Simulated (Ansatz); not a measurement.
The relaxed structure here is a generated cell of MoS2: the first start was made by placing the elements on the sites of a structure type, and the end was not matched to a known phase here, so it may be hypothetical. Known forms of MoS2 include space group No. 160, 194.

A relaxed structure of MoS₂. Space group P2₁2₁2 (No. 18). All values below come from r2SCAN (plane waves to 500 eV, PAW, scalar-relativistic; Ansatz, an electronic-structure program).

Space group P2₁2₁2 (No. 18); a = 5.2954 Å, b = 5.9991 Å, c = 6.4688 Å, α = 90.00°, β = 90.00°, γ = 90.00°

```csv
atom,site,symmetry,x,y,z
Mo,2b,..2,0.0000,0.5000,0.0882
Mo,2b,..2,0.5000,0.0000,0.3433
S,4c,1,0.1884,0.1413,0.1251
S,4c,1,0.2222,0.1418,0.6288
```

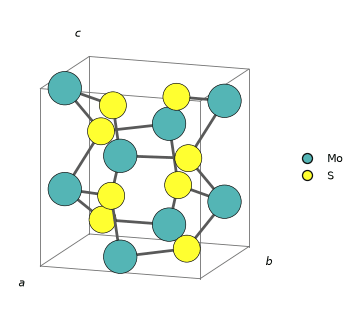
Fig. 1. The conventional cell of the relaxed structure

For MoS2, the volume per atom is 17.12 Å³, the band gap is no gap (metallic) and the shortest distances is Mo–S 2.31 Å; S–S 2.62 Å; Mo–Mo 2.79 Å. The k-mesh is 9×8×7.

Band energies at high-symmetry points (eV from the Fermi level; labels of this space group; no spin-orbit coupling), from −5 eV up to 3.0 eV:

| point | energies |
|---|---|
| Γ | -4.88 -4.64 -4.50 -4.33 -4.20 -4.11 -3.89 -3.31 -3.28 -3.23 -3.14 -2.21 -2.05 -1.99 -1.96 -1.18 -0.77 -0.39 -0.17 0.01 0.02 0.18 0.28 0.48 0.63 1.57 1.91 2.21 2.59 2.59 2.77 |
| X | -4.67 -4.67 -4.07 -4.07 -3.95 -3.95 -3.49 -3.49 -3.36 -3.36 -1.62 -1.62 -1.46 -1.46 -1.26 -1.26 -0.99 -0.99 -0.13 -0.13 -0.03 -0.03 0.93 0.93 1.91 1.91 2.69 2.69 |
| S | -4.93 -4.93 -4.53 -4.53 -4.13 -4.13 -3.55 -3.55 -3.16 -3.16 -2.72 -2.72 -2.07 -2.07 -1.83 -1.83 -1.58 -1.58 -1.08 -1.08 -0.44 -0.44 0.51 0.51 0.76 0.76 2.24 2.24 2.62 2.62 |
| Y | -4.46 -4.46 -3.93 -3.93 -3.68 -3.68 -3.15 -3.15 -2.76 -2.76 -2.57 -2.57 -1.88 -1.88 -1.45 -1.45 -1.23 -1.23 -0.75 -0.75 1.00 1.00 1.24 1.24 1.49 1.49 2.79 2.79 |
| Z | -4.99 -4.85 -4.77 -4.62 -4.31 -3.92 -3.75 -3.62 -2.91 -2.89 -2.69 -2.68 -2.54 -2.27 -1.92 -1.50 -1.25 -1.15 -1.05 -0.55 -0.44 0.33 0.60 1.17 1.46 1.56 1.90 1.92 1.95 2.93 |
| U | -4.82 -4.82 -4.52 -4.52 -4.23 -4.23 -4.05 -4.05 -3.70 -3.70 -2.92 -2.92 -2.59 -2.59 -1.75 -1.75 -1.05 -1.05 -0.98 -0.98 -0.69 -0.69 0.29 0.29 0.96 0.96 1.81 1.81 2.21 2.21 2.80 2.80 |
| R | -4.17 -4.17 -3.98 -3.98 -3.16 -3.16 -3.07 -3.07 -2.76 -2.76 -2.70 -2.70 -2.39 -2.39 -2.15 -2.15 -1.20 -1.20 -0.37 -0.37 0.61 0.61 0.89 0.89 2.09 2.09 2.32 2.32 2.88 2.88 |
| T | -4.52 -4.52 -4.38 -4.38 -4.19 -4.19 -3.85 -3.85 -2.88 -2.88 -2.60 -2.60 -1.83 -1.83 -1.70 -1.70 -0.72 -0.72 -0.51 -0.51 0.43 0.43 1.47 1.47 1.74 1.74 2.57 2.57 2.70 2.70 |

No spin polarisation in the result.

It was reached from a disturbed copy of a P4₂/mnm (No. 136) cell (rutile type), against which it lies -0.08 eV/atom.
